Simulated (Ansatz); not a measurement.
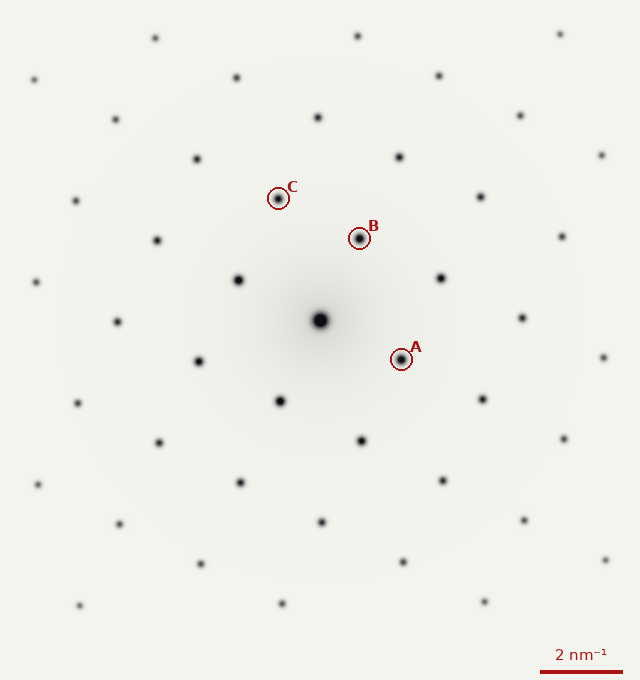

The pattern is a kinematic simulation for 80 kV electrons (no multiple scattering; isotropic B = 0.5 Å²). The zone axis points towards the electron source and the pattern is seen from the source side.

Crystal: Cs, space group Im-3m (No. 229), a = 6.400 Å. Structure: the input geometry of an electronic-structure calculation (not necessarily at equilibrium).

Spot A is indexed -1 -1 0 and spot B 1 -1 0.

Index the other marked spot.

C = −A + B = 2 0 0 (d = 3.200 Å).

Give [uvw].

The cross product of A and B is parallel to [001]; every spot obeys hu + kv + lw = 0.
